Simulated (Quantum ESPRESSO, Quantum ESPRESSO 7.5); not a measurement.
# Nb(100), 5 layers: test of the smearing

Wanted: the cheapest sound input for Nb(100), 5 layers, from a series that sets result against time.

Calculated with Quantum ESPRESSO 7.5; plane-wave DFT, PBE, SSSP efficiency pseudopotentials.

## (1) Starting point

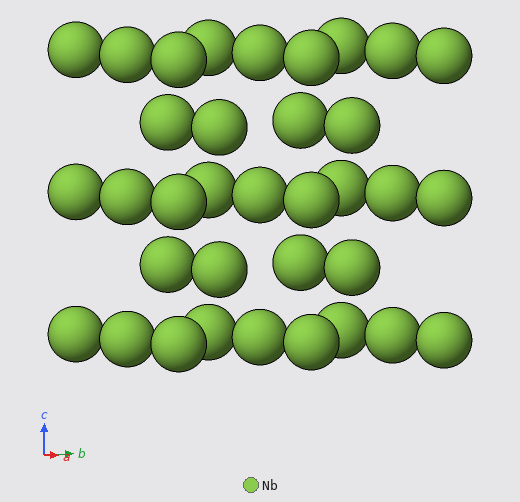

The starting structure, seen from the side, with the c axis up (niobium green). 2×2×1 cells are drawn. Some periodic images of atoms are drawn too.

The cell holds 5 atoms: 5 Nb. Its edges and angles: a = 3.300 Å, b = 3.300 Å, c = 22.600 Å, α = 90.0°, β = 90.0°, γ = 90.0°. It derives from Nb. Vacuum lies along c.

As a file:

```cif
data_structure
_symmetry_space_group_name_H-M 'P 1'
_symmetry_Int_Tables_number 1
_cell_length_a 3.3000
_cell_length_b 3.3000
_cell_length_c 22.6000
_cell_angle_alpha 90.000
_cell_angle_beta 90.000
_cell_angle_gamma 90.000
_cell_volume 246.11
loop_
_atom_site_label
_atom_site_type_symbol
_atom_site_fract_x
_atom_site_fract_y
_atom_site_fract_z
_atom_site_occupancy
Nb1 Nb 0.00000 0.00000 0.85398 1
Nb2 Nb 0.50000 0.50000 0.92699 1
Nb3 Nb 0.00000 0.00000 0.00000 1
Nb4 Nb 0.50000 0.50000 0.07301 1
Nb5 Nb 0.00000 0.00000 0.14602 1
```

## (2) Ground state: mv smearing, 0.01 Ry

The first run is the reference of the series.

File c0.in:

```
&control
  prefix = 'c0'
  outdir = './out'
  pseudo_dir = './pseudo'
  calculation = 'scf'
  tprnfor = .true.
/
&system
  ibrav = 0
  nat = 5
  ntyp = 1
  ecutwfc = 45
  ecutrho = 360
  occupations = 'smearing'
  smearing = 'mv'
  degauss = 0.01
  assume_isolated = 'esm'
  esm_bc = 'bc1'
/
&electrons
  conv_thr = 1e-07
  mixing_beta = 0.4
  electron_maxstep = 120
  mixing_mode = 'local-TF'
/
ATOMIC_SPECIES
  Nb  92.9064  Nb.pbe-spn-kjpaw_psl.0.3.0.UPF
CELL_PARAMETERS angstrom
  3.30000000000000 0.00000000000000 0.00000000000000
  0.00000000000000 3.30000000000000 0.00000000000000
  0.00000000000000 0.00000000000000 22.60000000000000
ATOMIC_POSITIONS crystal
  Nb  0.000000000000 0.000000000000 -0.146017699115
  Nb  0.500000000000 0.500000000000 -0.073008849558
  Nb  0.000000000000 0.000000000000 0.000000000000
  Nb  0.500000000000 0.500000000000 0.073008849558
  Nb  0.000000000000 0.000000000000 0.146017699115
K_POINTS automatic
  12 12 1 0 0 0
```

Started as:

```sh
> OMP_NUM_THREADS=1 mpirun -n 4 pw.x -nk 4 -in c0.in > c0.out
```

What it wrote:

```text
Program PWSCF v.7.5 starts
[citation notice left out]

     Parallel version (MPI & OpenMP), running on       4 processor cores
     Number of MPI processes:                 4
     Threads/MPI process:                     1

     MPI processes distributed on     1 nodes
[...]
Current dimensions of program PWSCF are:
     Max number of different atomic species (ntypx) = 10
     Max number of k-points (npk) =  40000
     Max angular momentum in pseudopotentials (lmaxx) =  4
     file Nb.pbe-spn-kjpaw_psl.0.3.0.UPF: wavefunction(s)  4S 4P renormalized
     Message from routine setup:
     using ibrav=0 with symmetry is DISCOURAGED, use correct ibrav instead

     K-points division:     npool     =       4
     Subspace diagonalization in iterative solution of the eigenvalue problem:
     a serial algorithm will be used

     G-vector sticks info
     --------------------
     sticks:   dense  smooth     PW     G-vecs:    dense   smooth      PW
     Sum        1109     553    177               191669    67631   11573

     Using Slab Decomposition

     bravais-lattice index     =            0
     lattice parameter (alat)  =       6.2361  a.u.
     unit-cell volume          =    1660.8596 (a.u.)^3
     number of atoms/cell      =            5
     number of atomic types    =            1
     number of electrons       =        65.00
     number of Kohn-Sham states=           40
     kinetic-energy cutoff     =      45.0000  Ry
     charge density cutoff     =     360.0000  Ry
     scf convergence threshold =      1.0E-07
     mixing beta               =       0.4000
     number of iterations used =            8  local-TF  mixing
     Exchange-correlation= SLA  PW   PBX  PBC
                           (   1   4   3   4   0   0   0)

     Effective Screening Medium Method
     =================================
     Boundary Conditions: Vacuum-Slab-Vacuum
     total charge in unit cell        =   0.0000
     grid points for fit at edges     =        4

     celldm(1)=   6.236096  celldm(2)=   0.000000  celldm(3)=   0.000000
     celldm(4)=   0.000000  celldm(5)=   0.000000  celldm(6)=   0.000000

     crystal axes: (cart. coord. in units of alat)
               a(1) = (   1.000000   0.000000   0.000000 )
               a(2) = (   0.000000   1.000000   0.000000 )
               a(3) = (   0.000000   0.000000   6.848485 )

     reciprocal axes: (cart. coord. in units 2 pi/alat)
               b(1) = (  1.000000  0.000000  0.000000 )
               b(2) = (  0.000000  1.000000  0.000000 )
               b(3) = (  0.000000  0.000000  0.146018 )

     PseudoPot. # 1 for Nb read from file:
     ./pseudo/Nb.pbe-spn-kjpaw_psl.0.3.0.UPF
     Pseudo is Projector augmented-wave + core cor, Zval = 13.0
     Generated using "atomic" code by A. Dal Corso  v.5.0.99 svn rev. 10869
     Shape of augmentation charge: PSQ
     Using radial grid of 1227 points,  6 beta functions with:
                l(1) =   0
                l(2) =   0
                l(3) =   1
                l(4) =   1
                l(5) =   2
                l(6) =   2
     Q(r) pseudized with 0 coefficients

     atomic species   valence    mass     pseudopotential
     Nb               13.00    92.90640     Nb( 1.00)

     16 Sym. Ops., with inversion, found

   Cartesian axes

     site n.     atom                  positions (alat units)
         1        Nb     tau(   1) = (   0.0000000   0.0000000  -1.0000000  )
         2        Nb     tau(   2) = (   0.5000000   0.5000000  -0.5000000  )
         3        Nb     tau(   3) = (   0.0000000   0.0000000   0.0000000  )
         4        Nb     tau(   4) = (   0.5000000   0.5000000   0.5000000  )
         5        Nb     tau(   5) = (   0.0000000   0.0000000   1.0000000  )

     number of k points=    28  Marzari-Vanderbilt smearing, width (Ry)=  0.0100
                       cart. coord. in units 2pi/alat
        k(    1) = (   0.0000000   0.0000000   0.0000000), wk =   0.0138889
        k(    2) = (   0.0000000   0.0833333   0.0000000), wk =   0.0555556
        k(    3) = (   0.0000000   0.1666667   0.0000000), wk =   0.0555556
        k(    4) = (   0.0000000   0.2500000   0.0000000), wk =   0.0555556
        k(    5) = (   0.0000000   0.3333333   0.0000000), wk =   0.0555556
        k(    6) = (   0.0000000   0.4166667   0.0000000), wk =   0.0555556
        k(    7) = (   0.0000000  -0.5000000   0.0000000), wk =   0.0277778
        k(    8) = (   0.0833333   0.0833333   0.0000000), wk =   0.0555556
        k(    9) = (   0.0833333   0.1666667   0.0000000), wk =   0.1111111
        k(   10) = (   0.0833333   0.2500000   0.0000000), wk =   0.1111111
[...]
k(   28) = (  -0.5000000  -0.5000000   0.0000000), wk =   0.0138889

     Dense  grid:   191669 G-vectors     FFT dimensions: (  40,  40, 270)

     Smooth grid:    67631 G-vectors     FFT dimensions: (  27,  27, 192)

     Estimated max dynamical RAM per process >     309.88 MB

     Estimated total dynamical RAM >       1.07 GB

     Check: negative core charge=   -0.000005

     Initial potential from superposition of free atoms

     starting charge      64.9894, renormalised to      65.0000

     negative rho (up, down):  1.202E-03 0.000E+00
     Starting wfcs are   50 randomized atomic wfcs
     Checking if some PAW data can be deallocated...

     total cpu time spent up to now is        2.4 secs

     per-process dynamical memory:   140.2 Mb

     Self-consistent Calculation

     iteration #  1     ecut=    45.00 Ry     beta= 0.40
     Davidson diagonalization with overlap
     ethr =  1.00E-02,  avg # of iterations =  1.5

     negative rho (up, down):  1.529E-04 0.000E+00

     total cpu time spent up to now is        6.3 secs

     total energy              =   -1670.87049900 Ry
     estimated scf accuracy    <       4.08798280 Ry

     iteration #  2     ecut=    45.00 Ry     beta= 0.40
[...]
negative rho (up, down):  4.185E-06 0.000E+00

[...]
total energy              =   -1670.75451971 Ry
     estimated scf accuracy    <       1.55768765 Ry

     iteration #  3     ecut=    45.00 Ry     beta= 0.40
[...]
negative rho (up, down):  5.139E-06 0.000E+00

[...]
total energy              =   -1670.87091202 Ry
     estimated scf accuracy    <       0.40222991 Ry

     iteration #  4     ecut=    45.00 Ry     beta= 0.40
[...]
negative rho (up, down):  1.153E-04 0.000E+00

[...]
total energy              =   -1671.18861171 Ry
[...]
iteration # 11     ecut=    45.00 Ry     beta= 0.40
[...]
c_bands:  2 eigenvalues not converged
     c_bands:  1 eigenvalues not converged
[...]
negative rho (up, down):  2.584E-03 0.000E+00

[...]
total energy              =   -1671.14216339 Ry
     estimated scf accuracy    <       0.89611902 Ry

     iteration # 12     ecut=    45.00 Ry     beta= 0.40
[...]
negative rho (up, down):  1.221E-04 0.000E+00

[...]
total energy              =   -1671.02993586 Ry
     estimated scf accuracy    <       0.74813161 Ry

[... 33 further iterations ...]
     iteration # 46     ecut=    45.00 Ry     beta= 0.40
[...]
negative rho (up, down):  1.244E-03 0.000E+00

[...]
total energy              =   -1671.07797950 Ry
     estimated scf accuracy    <       0.00016560 Ry

     iteration # 47     ecut=    45.00 Ry     beta= 0.40
[...]
negative rho (up, down):  1.237E-03 0.000E+00

[...]
total energy              =   -1671.07799741 Ry
     estimated scf accuracy    <       0.00004674 Ry

     iteration # 48     ecut=    45.00 Ry     beta= 0.40
[...]
negative rho (up, down):  1.253E-03 0.000E+00

[...]
total energy              =   -1671.07802430 Ry
     estimated scf accuracy    <       0.00000184 Ry

     iteration # 49     ecut=    45.00 Ry     beta= 0.40
[...]
c_bands:  1 eigenvalues not converged
     c_bands:  2 eigenvalues not converged
     c_bands:  5 eigenvalues not converged
     c_bands:  2 eigenvalues not converged
     c_bands:  1 eigenvalues not converged
     c_bands:  1 eigenvalues not converged
     c_bands:  2 eigenvalues not converged
[...]
negative rho (up, down):  1.235E-03 0.000E+00

[...]
total energy              =   -1671.07803119 Ry
     estimated scf accuracy    <       0.00007267 Ry

     iteration # 50     ecut=    45.00 Ry     beta= 0.40
[...]
negative rho (up, down):  1.242E-03 0.000E+00

[...]
total energy              =   -1671.07803498 Ry
     estimated scf accuracy    <       0.00001434 Ry

     iteration # 51     ecut=    45.00 Ry     beta= 0.40
[...]
negative rho (up, down):  1.249E-03 0.000E+00

[...]
total energy              =   -1671.07803449 Ry
     estimated scf accuracy    <       0.00001674 Ry

     iteration # 52     ecut=    45.00 Ry     beta= 0.40
[...]
negative rho (up, down):  1.255E-03 0.000E+00

[...]
total energy              =   -1671.07803276 Ry
     estimated scf accuracy    <       0.00000815 Ry

     iteration # 53     ecut=    45.00 Ry     beta= 0.40
[...]
negative rho (up, down):  1.255E-03 0.000E+00

[...]
total energy              =   -1671.07803353 Ry
     estimated scf accuracy    <       0.00000165 Ry

     iteration # 54     ecut=    45.00 Ry     beta= 0.40
[...]
negative rho (up, down):  1.257E-03 0.000E+00

[...]
total energy              =   -1671.07803341 Ry
     estimated scf accuracy    <       0.00000034 Ry

     iteration # 55     ecut=    45.00 Ry     beta= 0.40
[...]
c_bands:  1 eigenvalues not converged
[...]
negative rho (up, down):  1.261E-03 0.000E+00

[...]
End of self-consistent calculation

          k = 0.0000 0.0000 0.0000 (  8507 PWs)   bands (ev):

   -58.7658 -58.7647 -58.1745 -58.0423 -57.8767 -34.9177 -34.9061 -34.7636
   -34.7636 -34.7477 -34.7477 -34.4375 -34.2723 -34.2723 -34.1825 -33.9562
   -33.9562 -33.7559 -33.6511 -33.6511  -9.2657  -8.0523  -7.3002  -7.1498
    -6.7259  -6.4601  -6.3664  -5.0594  -3.6641  -3.6043  -3.5433  -3.5433
    -3.4522  -3.4522  -3.2722  -3.2146  -2.7914  -2.7913  -2.6064  -1.4039

          k = 0.0000 0.0833 0.0000 (  8501 PWs)   bands (ev):

   -58.7636 -58.7625 -58.1691 -58.0419 -57.8807 -34.9245 -34.9086 -34.7818
   -34.7805 -34.7565 -34.7420 -34.4241 -34.3302 -34.2646 -34.1338 -33.9826
   -33.9590 -33.7351 -33.6637 -33.6626  -9.1310  -7.9498  -7.2049  -7.0538
    -6.6849  -6.4393  -6.2528  -5.0595  -3.8451  -3.7540  -3.6659  -3.6506
    -3.6499  -3.3041  -3.1758  -3.1510  -3.1334  -2.3965  -2.2123  -1.9954

          k = 0.0000 0.1667 0.0000 (  8513 PWs)   bands (ev):

   -58.7573 -58.7565 -58.1534 -58.0410 -57.8927 -34.9420 -34.9227 -34.8499
   -34.8351 -34.7368 -34.7264 -34.4102 -34.4063 -34.2413 -34.0869 -34.0213
   -33.9671 -33.7017 -33.6966 -33.6904  -8.7462  -7.6796  -6.9904  -6.7331
    -6.6552  -6.4825  -5.8370  -4.8995  -4.1697  -4.1582  -4.0584  -3.8015
    -3.6757  -3.3656  -3.3096  -2.9830  -2.8445  -2.1924  -2.0219  -1.8292

          k = 0.0000 0.2500 0.0000 (  8503 PWs)   bands (ev):

   -58.7488 -58.7483 -58.1289 -58.0399 -57.9122 -34.9670 -34.9659 -34.9104
   -34.9097 -34.7100 -34.7043 -34.4683 -34.4187 -34.2017 -34.0801 -34.0309
   -33.9788 -33.7506 -33.7073 -33.6810  -8.1746  -7.3675  -6.7773  -6.6853
    -6.5492  -6.2383  -5.2118  -4.5418  -4.5143  -4.4641  -4.2924  -3.9098
    -3.6750  -3.5968  -3.5391  -2.5825  -2.3759  -2.3060  -2.0232  -1.9401

          k = 0.0000 0.3333 0.0000 (  8463 PWs)   bands (ev):

   -58.7403 -58.7401 -58.0982 -58.0387 -57.9378 -35.0227 -35.0104 -34.9615
   -34.9592 -34.6833 -34.6812 -34.5214 -34.4343 -34.1460 -34.1008 -34.0161
   -33.9915 -33.8205 -33.7067 -33.6752  -7.5552  -7.2257  -6.8864  -6.5066
    -6.3726  -5.7430  -4.8709  -4.8608  -4.5355  -4.3272  -4.2130  -3.9620
    -3.7858  -3.4462  -3.4170  -2.5710  -2.4294  -2.0617  -2.0087  -1.9317

          k = 0.0000 0.4167 0.0000 (  8432 PWs)   bands (ev):

   -58.7341 -58.7340 -58.0662 -58.0379 -57.9661 -35.0642 -35.0558 -35.0069
   -34.9728 -34.6641 -34.6636 -34.5648 -34.4419 -34.1216 -34.0769 -34.0013
   -33.9979 -33.8997 -33.7001 -33.6777  -7.2619  -7.2473  -6.7721  -6.3698
    -6.0924  -5.3115  -5.0925  -5.0732  -4.4590  -4.1512  -4.1191  -3.9957
    -3.9934  -3.1835  -3.1755  -2.8370  -2.2016  -2.1111  -1.8123  -1.7765

[...]
the Fermi energy is    -3.7120 ev

!    total energy              =   -1671.07803318 Ry
     total all-electron energy =    -38199.612914 Ry
     estimated scf accuracy    <       0.00000008 Ry
     smearing contrib. (-TS)   =       0.00019466 Ry
     internal energy E=F+TS    =   -1671.07822784 Ry

     The total energy is F=E-TS. E is the sum of the following terms:
     one-electron contribution =    6978.94870776 Ry
     hartree contribution      =   -3500.50270692 Ry
     xc contribution           =    -144.20685176 Ry
     ewald contribution        =   -3962.87092952 Ry
     one-center paw contrib.   =   -1042.44644740 Ry

     convergence has been achieved in  55 iterations

     negative rho (up, down):  1.261E-03 0.000E+00

     Forces acting on atoms (cartesian axes, Ry/au):

     atom    1 type  1   force =     0.00000000    0.00000000    0.04498534
     atom    2 type  1   force =     0.00000000    0.00000000   -0.04728711
     atom    3 type  1   force =     0.00000000    0.00000000    0.00000000
     atom    4 type  1   force =     0.00000000    0.00000000    0.04728711
     atom    5 type  1   force =     0.00000000    0.00000000   -0.04498534

     Total force =     0.092301     Total SCF correction =     0.001339

[...]
=------------------------------------------------------------------------------=
   JOB DONE.
=------------------------------------------------------------------------------=
[...]
```

Elapsed: 4.5 min, on 4 MPI ranks of Arm Neoverse V2, shared host; peak memory 1.2 GiB.

Numbers from this step:

| Item | Value |
| --- | --- |
| free energy | -22736.1749 eV |
| Fermi energy | -3.712 eV |
| vacuum line at the lower end of the cell, over the Fermi level | 3.712 eV |
| vacuum line at the upper end of the cell, over the Fermi level | 3.712 eV |

The potential energy, planar mean oscillates, so the rows of the table below give means over windows of 1.59 Å about each position, cut where the curve ends. Its maxima inside the range that stand out by 2 % of the span (Å: eV): -2.4: -6.47, -0.8: -6.52, 0.8: -6.52, 2.4: -6.47. Its minima: -3.3: -22.0, -1.7: -21.7, 0.0: -21.9, 1.7: -21.7, 3.3: -22.0.

Electrostatic potential energy of an electron; zero at the Fermi level. Potential energy, planar mean against z; means over each step:

| z (Å) | potential energy, planar mean (eV) |
| --- | --- |
| -10.51 | 3.71 |
| -8.92 | 3.71 |
| -7.33 | 3.70 |
| -5.74 | 3.37 |
| -4.15 | -5.59 |
| -2.56 | -13.5 |
| -0.97 | -13.4 |
| 0.62 | -13.5 |
| 2.21 | -13.5 |
| 3.80 | -10.4 |
| 5.39 | 3.02 |
| 6.98 | 3.69 |
| 8.57 | 3.71 |
| 10.16 | 3.71 |

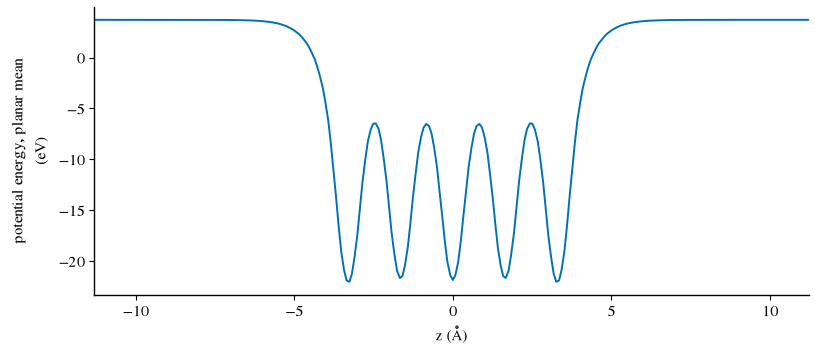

Potential energy, planar mean against z.

The program's own clock; routines nest. Time by routine:

| routine | wall time (s) | calls |
| --- | --- | --- |
| PWSCF | 272.3 | 1 |
| electrons | 268.9 | 1 |
| c_bands | 187.7 | 55 |
| cegterg | 163.8 | 385 |
| h_psi | 111.6 | 2674 |
| fftw | 97.37 | 96492 |
| vloc_psi | 88.8 | 2674 |
| sum_band | 30.89 | 55 |
| mix_rho | 19.01 | 55 |
| calbec | 15.19 | 3087 |
| PAW_pot | 13.98 | 56 |
| add_vuspsi | 11.38 | 2674 |
| s_psi | 11.24 | 2674 |
| h_psi:calbec | 11.06 | 2674 |

The vacuum levels are read from the outermost 0.7 Å of the cell on either side.

The run needed 55 iterations to bring the estimated error under 1e-07 Ry; the largest force on any atom, held or free, is 1.22 eV/Å.

Inside the slab this potential holds the local part of the pseudopotentials, which can be repulsive at the nuclei; only its value in the vacuum has a meaning of its own.

(Continued in part 2 of 4.)

[Logs are printed without paths, hosts, clocks, repeated set-up lines and the standing remarks that a program may print on its own settings, such as how far it seeks lower states.]

[Hosts, paths, dates, database ids (printed as entryN), source tags and the programs' standing remarks are cut or masked in the printed files.]

[Maps of the electrostatic potential energy from Ansatz leave out the sawtooth potential of an applied field or a dipole correction, so their vacuum need not be flat; planar profiles and work functions include it.]
